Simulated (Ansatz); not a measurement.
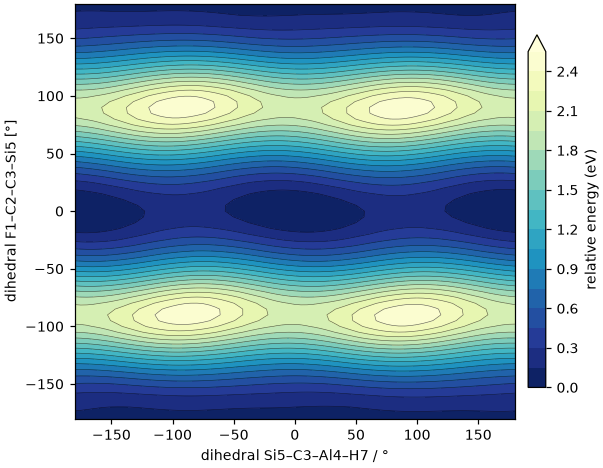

Energy landscape of C2H6AlFSi, SMILES FC=[C]([AlH2])[SiH3]. The first coordinate is: dihedral Si5–C3–Al4–H7; the second: dihedral F1–C2–C3–Si5. Nothing is relaxed (all other coordinates rigid). The scan uses an 18 × 18 grid. Points are written as (first, second). All energies are given in eV relative to the relaxed molecule at the same level. The dihedral twists a double bond; near 90° a spin-restricted reference is unreliable. All numbers below come from RHF/def2-SVP in Ansatz.

Drawn: filled contours, one colour for all values above the top of the scale. Between grid points the surface is interpolated. 

Question: Describe this landscape.

Answer: The lowest grid point is at (−180°, 0°), 0.00 eV from the relaxed molecule at the same level. Higher local minima lie near (0°, 0°) (0.010 eV above the lowest at that grid point); (−140°, −180°) (0.12 eV above the lowest at that grid point); (140°, −180°) (0.12 eV above the lowest at that grid point). The highest grid point, (−80°, −80°), lies 2.40 eV above the lowest. On the interpolated surface the easiest way out of the lowest well to the well at (0°, 0°) passes a barrier of about 0.21 eV. Round the minimum the valley is somewhat tilted: raising dihedral Si5–C3–Al4–H7 shifts the best value of dihedral F1–C2–C3–Si5 downwards (coupling k₁₂/√(k₁₁k₂₂) about 0.2).

Each point was launched as `ansatz run input.yaml --threads 1 --pin off --max-ram 2560MiB --backend cpu --events-out ev --progress --plain --runs-dir out`. The whole map (324 points run) took 12 min on 1 thread of Intel(R) Xeon(R) Platinum 8375C CPU @ 2.90GHz (Ice Lake), on a shared host.
